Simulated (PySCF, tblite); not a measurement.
# C5H8NO radical: geometry, infrared bands and EPR parameters

Wanted: the infrared bands and EPR parameters of C5H8NO radical (`CC(=O)[N]C1CC1`), by calculation.

The runs use tblite 0.8.0 and PySCF 2.14.0, with density-fitted response routines of our own; the level of theory stands in each step. All values are computed, except where a source is named. Atoms count from 0, in the outputs and in this text.

### 1 The starting structure

15 atoms, charge 0, multiplicity 2; geometry from: force field or distance geometry start.

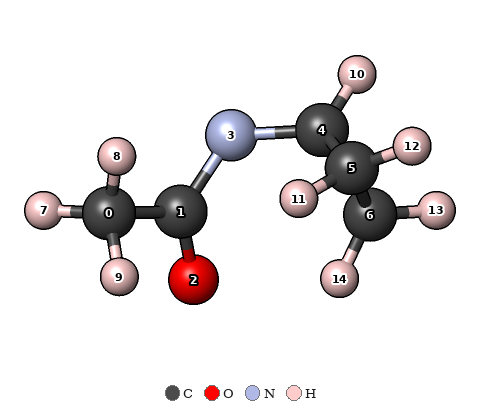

The starting geometry (carbon dark grey, oxygen red, nitrogen light blue, hydrogen pink), atoms numbered.

### 2 Optimising the geometry with GFN2-xTB

The job: settings as JSON, then the geometry in Å.

```
{"job": {"kind": "relax", "xc": "GFN2-xTB", "basis": "xTB"}, "charge": 0, "multiplicity": 2}
C      2.347500     0.091100     0.111100
C      1.178500    -0.067400    -0.830600
O      1.056700     0.764500    -1.768900
N      0.247300    -1.134600    -0.668200
C     -1.116000    -0.927500    -0.277900
C     -1.400400     0.051500     0.810100
C     -1.692500     0.404600    -0.639000
H      3.303300    -0.215100    -0.347900
H      2.174600    -0.534900     1.008700
H      2.350300     1.189800     0.353900
H     -1.789600    -1.790900    -0.447700
H     -0.492100     0.550300     1.215700
H     -2.319100     0.004000     1.436900
H     -2.740100     0.366300    -0.986100
H     -1.112700     1.256400    -1.003300
```

Run with:

```sh
OMP_NUM_THREADS=1 python probes_run.py task.json out
```

This one command runs all jobs of the session in turn.

Standard output:

```text
step      E/eV     max force
  0    -589.34533    3.226
  1    -589.68722    2.511
  2    -589.85986    1.079
  3    -589.93430    0.801
  4    -590.01605    0.621
  5    -590.05652    0.439
  6    -590.08833    0.318
  7    -590.10389    0.243
  8    -590.11483    0.217
  9    -590.12382    0.227
 10    -590.13112    0.191
 11    -590.13546    0.177
 12    -590.13852    0.142
 13    -590.14180    0.144
 14    -590.14553    0.143
 15    -590.14933    0.233
 16    -590.15313    0.249
 17    -590.15703    0.179
 18    -590.16084    0.142
 19    -590.16454    0.129
 20    -590.16856    0.198
 21    -590.17326    0.222
 22    -590.17810    0.168
 23    -590.18184    0.157
 24    -590.18440    0.123
 25    -590.18653    0.119
 26    -590.18820    0.109
 27    -590.18938    0.083
 28    -590.19050    0.098
 29    -590.19216    0.145
 30    -590.19505    0.188
 31    -590.19980    0.205
 32    -590.20552    0.182
 33    -590.21001    0.191
 34    -590.21416    0.197
 35    -590.21871    0.177
 36    -590.22202    0.150
 37    -590.22428    0.109
 38    -590.22600    0.094
 39    -590.22760    0.096
 40    -590.22924    0.125
 41    -590.23109    0.127
 42    -590.23314    0.107
 43    -590.23538    0.125
 44    -590.23807    0.134
 45    -590.24094    0.140
 46    -590.24380    0.122
 47    -590.24610    0.126
 48    -590.24824    0.139
 49    -590.25022    0.116
 50    -590.25261    0.118
 51    -590.25389    0.103
 52    -590.25497    0.078
 53    -590.25564    0.066
 54    -590.25608    0.054
 55    -590.25632    0.046
 56    -590.25647    0.041
 57    -590.25656    0.016
 58    -590.25659    0.012
 59    -590.25661    0.013
 60    -590.25662    0.008
```

Wall time 0.25 s (1 thread of Intel Xeon 6975P-C, shared host).

Relaxation path: (not every step is listed)

| step | energy from step 0 (eV) | largest force (eV/Å) |
| --- | --- | --- |
| 0 | 0.0000 | 3.2260 |
| 1 | -0.3419 | 2.5111 |
| 2 | -0.5145 | 1.0790 |
| 3 | -0.5890 | 0.8005 |
| 4 | -0.6707 | 0.6205 |
| 5 | -0.7112 | 0.4390 |
| 6 | -0.7430 | 0.3180 |
| 7 | -0.7586 | 0.2433 |
| 8 | -0.7695 | 0.2169 |
| 12 | -0.7932 | 0.1424 |
| 16 | -0.8078 | 0.2494 |
| 20 | -0.8232 | 0.1975 |
| 24 | -0.8391 | 0.1227 |
| 28 | -0.8452 | 0.0980 |
| 32 | -0.8602 | 0.1823 |
| 36 | -0.8767 | 0.1496 |
| 40 | -0.8839 | 0.1251 |
| 44 | -0.8927 | 0.1344 |
| 48 | -0.9029 | 0.1393 |
| 52 | -0.9096 | 0.0785 |
| 55 | -0.9110 | 0.0461 |
| 56 | -0.9111 | 0.0410 |
| 57 | -0.9112 | 0.0158 |
| 58 | -0.9113 | 0.0121 |
| 59 | -0.9113 | 0.0127 |
| 60 | -0.9113 | 0.0079 |

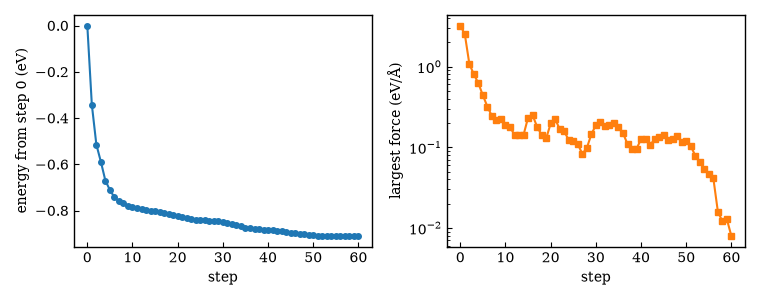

Energy and force, step by step.

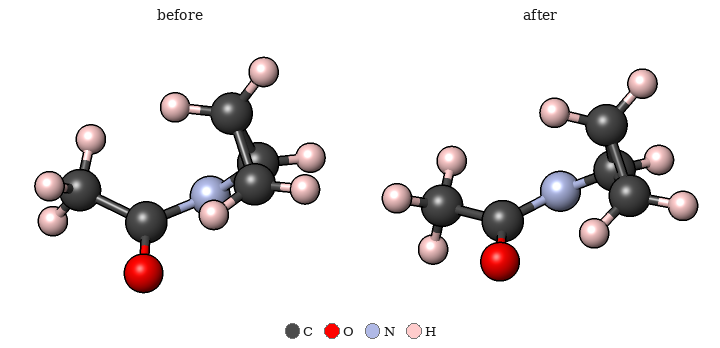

Before and after, at one scale.

Distances of close pairs at the start and the end, largest changes first:

| bond | before (Å) | after (Å) | change (Å) |
| --- | --- | --- | --- |
| N3–C4 | 1.433 | 1.342 | -0.091 |
| C1–N3 | 1.426 | 1.344 | -0.081 |
| C4–C6 | 1.496 | 1.556 | +0.060 |
| C4–C5 | 1.491 | 1.547 | +0.056 |
| C5–C6 | 1.520 | 1.467 | -0.053 |
| C0–H9 | 1.125 | 1.087 | -0.038 |
| C1–O2 | 1.260 | 1.224 | -0.036 |
| C5–H12 | 1.113 | 1.080 | -0.034 |

The end geometry stands in the next job.

### 3 Vibrational analysis with GFN2-xTB

The job: settings as JSON, then the geometry in Å.

```
{"job": {"kind": "ir", "xc": "GFN2-xTB", "basis": "xTB"}, "charge": 0, "multiplicity": 2}
C      2.559505    -0.075228     0.013106
C      1.185485     0.160626    -0.574457
O      0.934475     1.101981    -1.314652
N      0.331660    -0.844023    -0.311333
C     -1.003583    -0.796103    -0.185172
C     -1.700024     0.240006     0.728772
C     -1.872295     0.377758    -0.721551
H      3.219002    -0.426894    -0.777852
H      2.518022    -0.821393     0.800378
H      2.954773     0.863627     0.392982
H     -1.464746    -1.778245    -0.222668
H     -1.038795     0.929318     1.232586
H     -2.512139    -0.137439     1.331702
H     -2.799871     0.072644    -1.181410
H     -1.315886     1.141355    -1.243654
```

Standard output:

```text
mode    cm-1     km/mol
  1     -23.1      1.46
  2      61.5      4.97
  3      98.8      2.62
  4     181.1      9.01
  5     295.2      2.89
  6     376.8      2.49
  7     443.9     12.82
  8     569.9     21.39
  9     599.1     23.97
 10     708.8      2.55
 11     774.4     13.43
 12     814.3      4.38
 13     863.8      2.08
 14     898.2      4.23
 15     972.3     39.16
 16     989.6     39.63
 17    1012.2     22.06
 18    1021.9      8.03
 19    1032.6      6.87
 20    1045.0      4.00
 21    1148.5      0.51
 22    1174.3    127.10
 23    1241.6      8.83
 24    1318.2     15.14
 25    1359.8     28.55
 26    1395.2      3.23
 27    1400.4     54.84
 28    1449.8      4.00
 29    1452.3      4.41
 30    1459.3      6.60
 31    1617.6    265.48
 32    3006.7     30.56
 33    3024.8      6.63
 34    3041.2      7.15
 35    3058.8     16.16
 36    3077.9      2.37
 37    3082.1     10.93
 38    3098.9      6.25
 39    3119.3     11.95
```

Run time: 0.27 s. Hardware: 1 thread of Intel Xeon 6975P-C, shared host.

The strongest bands and the atoms that carry them (share of the mass-weighted mode):

| cm⁻¹ | km/mol | atoms |
| --- | --- | --- |
| 599 | 24.0 | N3 23 %, C1 18 %, H7 13 %, C0 10 % |
| 972 | 39.2 | H8 24 %, C4 16 %, C0 13 % |
| 990 | 39.6 | H7 32 %, C1 19 %, C0 14 % |
| 1174 | 127.1 | C1 44 %, C4 13 %, H10 10 % |
| 1360 | 28.6 | H9 28 %, H7 27 %, H8 23 %, C0 20 % |
| 1400 | 54.8 | N3 50 %, C4 27 % |
| 1618 | 265.5 | C1 61 %, O2 37 % |
| 3007 | 30.6 | H10 92 % |

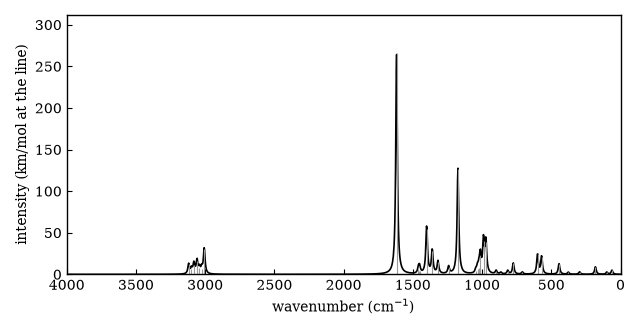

The infrared spectrum from these modes, unscaled. Lines are broadened to a width of 14 cm⁻¹ (Lorentzian).

### 4 g tensor and hyperfine couplings: B3LYP/pcH-1

The job, as its differences from that of step 3:

```diff
@@ -1,2 +1,2 @@
-{"job": {"kind": "ir", "xc": "GFN2-xTB", "basis": "xTB"}, "charge": 0, "multiplicity": 2}
+{"job": {"kind": "epr", "basis": "pcH-1"}, "charge": 0, "multiplicity": 2}
 C      2.559505    -0.075228     0.013106
```

With the program's defaults for keys left out, this is: UKS B3LYP, pcH-1 on C H N O, non-relativistic, mean-field spin-orbit, GIAO.

Standard output:

```text
UKS, coarse grid
  cycle   1  E = -325.10482115  |g| = 6.33e-01
  cycle   2  E = -324.02855824  |g| = 1.62e+00
  cycle   3  E = -325.19041659  |g| = 3.97e-01
  cycle   4  E = -325.26171619  |g| = 8.92e-02
  cycle   5  E = -325.26393269  |g| = 6.59e-02
  cycle   6  E = -325.26591520  |g| = 1.09e-02
  cycle   7  E = -325.26602500  |g| = 6.58e-03
  cycle   8  E = -325.26606205  |g| = 3.24e-03
  cycle   9  E = -325.26607349  |g| = 1.15e-03
  cycle  10  E = -325.26607671  |g| = 6.66e-04
UKS, final grid
  cycle   1  E = -325.26604875  |g| = 7.63e-04
  cycle   2  E = -325.26604854  |g| = 1.43e-03
  cycle   3  E = -325.26604932  |g| = 2.81e-04
  cycle   4  E = -325.26604940  |g| = 1.72e-04
  cycle   5  E = -325.26604953  |g| = 7.80e-05
  cycle   6  E = -325.26604954  |g| = 1.10e-05
E = -325.26604954 Eh   <S^2> = 0.7573 (exact 0.7500)
g shifts (ppm)      1          2          3
  rmc          -233       -233       -233
  gc             24         17         45
  oz_so        1109       1449       6814
  total         900       1234       6627
hyperfine (MHz)  atom isotope    a_iso     a_fc   dipolar eigenvalues
    0   13C       3.58       3.58     -2.23     -1.44      3.67
    1   13C     -17.90     -17.90     -9.48      0.62      8.86
    2   17O     -11.15     -11.15    -50.59     23.76     26.83
    3   14N      34.71      34.71    -31.81    -30.90     62.71
    4   13C     -25.08     -25.08     -7.97     -3.03     10.99
    5   13C      31.66      31.66    -11.35    -11.19     22.55
    6   13C      35.84      35.84    -15.20    -15.13     30.33
    7    1H       6.18       6.18     -2.11     -1.46      3.57
    8    1H       9.66       9.66     -4.78     -2.50      7.27
    9    1H      -3.23      -3.23     -1.70     -1.43      3.13
   10    1H      -5.06      -5.06     -5.22     -2.46      7.68
   11    1H      -1.62      -1.62     -6.61     -0.15      6.76
   12    1H      11.37      11.37     -5.97     -1.62      7.59
   13    1H      14.30      14.30     -7.80     -1.33      9.13
   14    1H      -7.98      -7.98     -8.63      1.33      7.30
```

Wall time 38 s (1 thread of Intel Xeon 6975P-C, shared host); peak memory 0.95 GiB.

Principal g values 2.00322, 2.00355, 2.00895; g(iso) = 2.00524, against 2.00232 for a free electron.

Hyperfine couplings; where a row names several nuclei, a(iso) is their mean (it holds for fast rotation or exchange) and the dipolar term the largest among them:

| nuclei | isotope | a(iso) (MHz) | a(iso) (G, at g = 2.0023) | largest dipolar term (MHz) |
| --- | --- | --- | --- | --- |
| N3 | 14N | 34.7 | 12.4 | 62.7 |
| C5, C6 | 13C | 33.8 | 12.0 | 30.3 |
| C4 | 13C | -25.1 | -8.9 | 11.0 |
| C1 | 13C | -17.9 | -6.4 | -9.5 |
| H12, H13 | 1H | 12.8 | 4.6 | 9.1 |
| O2 | 17O | -11.2 | -4.0 | -50.6 |
| H10 | 1H | -5.1 | -1.8 | 7.7 |
| H11, H14 | 1H | -4.8 | -1.7 | -8.6 |
| H7, H8, H9 | 1H | 4.2 | 1.5 | 7.3 |
| C0 | 13C | 3.6 | 1.3 | 3.7 |

Mulliken spin populations:

C0 0.01; C1 -0.05; O2 0.15; N3 0.65; C4 -0.02; C5 0.10; C6 0.15; H7 0.00; H8 0.00; H9 0.00; H10 0.00; H11 0.00; H12 0.00; H13 0.01; H14 -0.01

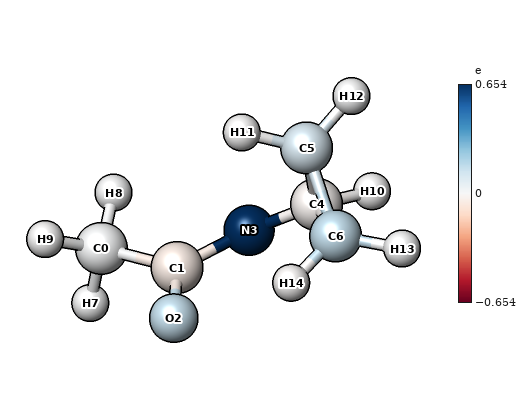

Mulliken spin populations, as colours on the atoms.

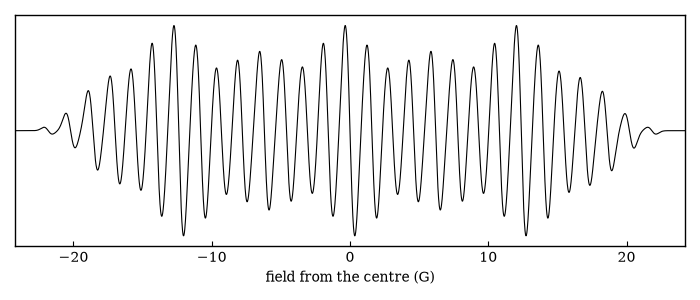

First-order isotropic spectrum (first derivative, main isotopes with spin only, couplings over 0.8 MHz, Gaussian width 0.3 G; couplings of the frozen geometry, rotation of groups not averaged beyond the rows shown).

Orbitals, density, ELF and potential are computed afterwards from the orbital file.

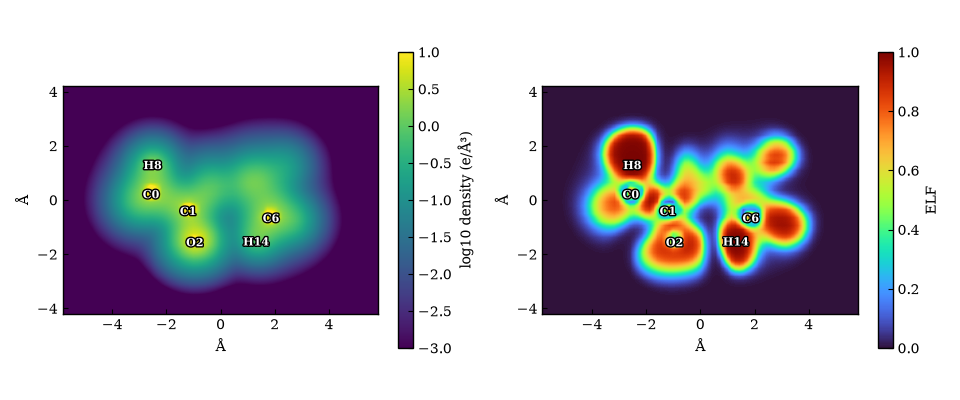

Density (left) and ELF (right) in a plane through or near 6 of the atoms.

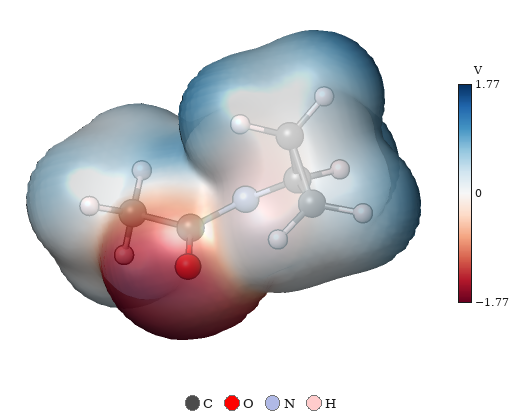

The potential that a unit positive charge feels on the 0.002 e/bohr³ surface, from -1.77 V near O2 to 1.13 V near H12.

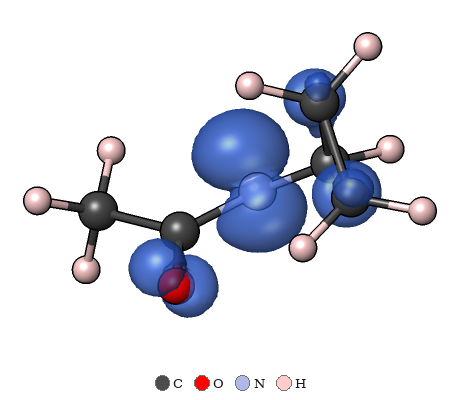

Spin density at ±0.06 e/Å³ (alpha excess blue, beta excess red).

### 5 Summary of results

| quantity | value |
| --- | --- |
| strongest single infrared mode (GFN2-xTB) | 1618 cm⁻¹, 265 km/mol |
| zero-point energy (GFN2-xTB) | 74.7 kcal/mol |
| g(iso) (B3LYP) | 2.00524 |
| ⟨S²⟩ | 0.757 (exact 0.75) |
| largest a(iso) (averaged by class) | 14N on N3, 34.7 MHz |
| potential on the surface of density 0.002 e/bohr³, 1st and 99th percentile | -1.77 V and 1.13 V |

**Reading.** The optimisation took 60 steps and gained 0.911 eV; among the close pairs (by a distance rule), N3–C4 changed most, from 1.433 to 1.342 Å. The lowest mode is imaginary (23i cm⁻¹), so the xTB geometry is not a minimum: the zero-point energy counts the real modes alone, and all values at this geometry belong to a saddle point. The strongest single mode, at 1618 cm⁻¹, moves mainly C1 and O2. GFN2-xTB is a fitted tight-binding method: band positions and strengths are rough. Its intensities can rank the bands wrongly. Most of the unpaired spin sits on N3 (0.65 e). The isotropic g lies 2.9 ppt above the free-electron value. These values are for one conformer; the search (at its own cheap level) found 2 more, at 0.53, 0.56 kcal/mol, and measured spectra average over such forms.
